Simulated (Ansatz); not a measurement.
## Electronic structure of H2O2SSi (SMILES O=[Si](O)S) in real space

Input file:

```
basis:
  gaussian: {orbitals: def2-TZVPD}
crystal:
  periodic: [false, false, false]
  atoms:
    - {symbol: O, position_ang: [-0.772033, 1.059849, 0.998548]}
    - {symbol: O, position_ang: [-1.906347, -1.106448, -0.445363]}
    - {symbol: S, position_ang: [0.367903, 0.809220, -1.751525]}
    - {symbol: Si, position_ang: [-0.962153, 0.083036, -0.305628]}
    - {symbol: H, position_ang: [-1.330231, 0.842049, 1.755688]}
    - {symbol: H, position_ang: [0.812091, 1.798082, -0.942801]}
hamiltonian: {xc: pbe0}
output: {forces: true, orbitals: {seedname: orbitals}}
```

Command:

```sh
ansatz run input.yaml --threads 1 --pin off --max-ram 2610MiB --events-out events.jsonl --progress --plain --runs-dir runs
```

Geometry: PBE0-D3(BJ)/def2-SVP.

Method: Ansatz, isolated molecule in a Gaussian basis; Kohn-Sham density functional theory, functional PBE0.

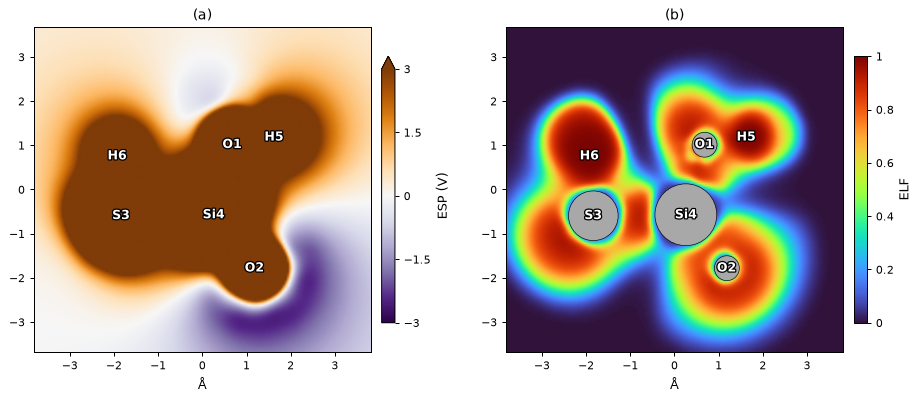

Figure 1. (a) molecular electrostatic potential; (b) electron localisation function on the molecular plane. Grey discs cover the atomic cores in the ELF map.

> Interpret the plot.

- The plane passes through O, S, Si and H nuclei.
- Si–O (1.53 Å): the ELF peaks at about 0.80 between the atoms; a short, strongly polar bond.
- Si–S (2.09 Å): the ELF peaks at about 0.90 between the atoms: a shared electron pair.
- O–H (0.97 Å): the ELF climbs to about 1 towards the hydrogen, as it does in any bond to H (an ordinary covalent bond to hydrogen).
- Si–O (1.64 Å): the ELF peaks at about 0.90 between the atoms, as expected for a shared but strongly polarised pair.
- S–H (1.35 Å): the ELF climbs to about 1 towards the hydrogen.
- The ELF also peaks beside O2, S3 and O1, away from the bonds: lone-pair regions.
- Outside the dense part of the molecule the potential is most negative (−2.5 V) near O2.

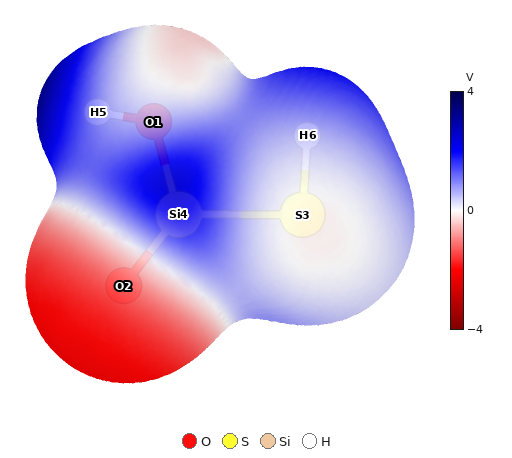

Figure 2. The molecular electrostatic potential painted on the density surface at 0.002 e/bohr³, seen across its widest extent; red is negative and blue positive.

> Where is the surface potential most negative and most positive?

The most negative region (about −2.2 V, or −51 kcal/mol for a unit charge) lies over O2, the most positive (about +3.2 V, or +74 kcal/mol for a unit charge) over H5. O2 is the likeliest acceptor of a hydrogen bond.

> How polar is the molecule by this calculation?

Its dipole moment is 3.83 D.

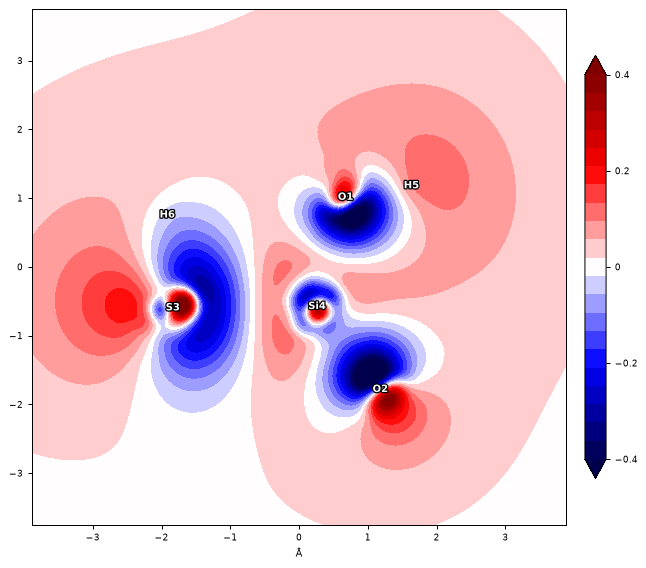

Figure 3. The LUMO on the molecular plane (values in Å⁻³ᐟ²; the overall sign is arbitrary).

> Where does this orbital lie, and at what energy?

It lies mainly on Si4 (about 50 %), S3 (about 20 %), H5 (about 10 %), O2 (about 10 %) and O1 (about 10 %); it is symmetric in the molecular plane (an in-plane orbital: σ, lone-pair or in-plane π type). Its energy is −1.43 eV.
